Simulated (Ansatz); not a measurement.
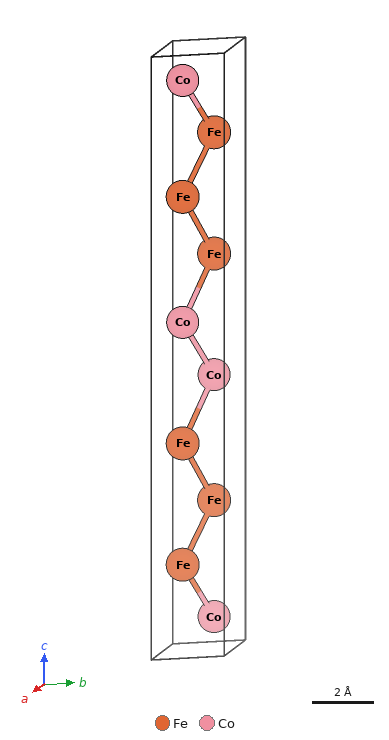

This ball-and-stick model is shown slightly off an axis. The box is the simulation cell; atoms on or close to its faces, edges and corners are drawn wherever they repeat.

```
CELL_PARAMETERS angstrom
2.48330 0.00000 0.00000
-1.24165 2.15060 0.00000
0.00000 0.00000 20.52689
ATOMIC_POSITIONS crystal
Fe 0.33333 0.66667 0.24295
Fe 0.33333 0.66667 0.65190
Fe 0.66667 0.33333 0.34810
Fe 0.66667 0.33333 0.75705
Fe 0.33333 0.66667 0.85303
Fe 0.66667 0.33333 0.14697
Co 0.33333 0.66667 0.04990
Co 0.66667 0.33333 0.95010
Co 0.33333 0.66667 0.45113
Co 0.66667 0.33333 0.54887
```

Level of theory and settings: Ansatz, DFT PBE, scalar-relativistic, plane waves, PAW, E_cut = 420 eV, k-grid 18×18×2, Gaussian smearing of 0.1 eV, collinear spins. The state is ferrimagnetic.

Question: State the Bader charges by element.

Answer: Fe -0.01 to +0.05 e; Co -0.04 e. Little charge moves, as in a metallic or covalent solid.

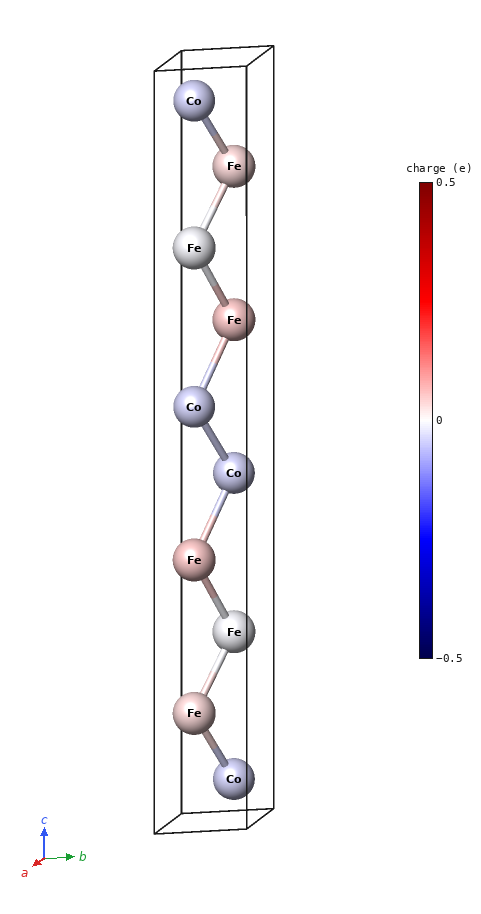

The atoms coloured by those charges.

The cell started as a structure type filled with these elements by a generator (whether the compound takes this form wasn't checked). Earlier steps of the study may have refined or changed the cell and positions. An electronic-structure calculation with Ansatz was run on it.
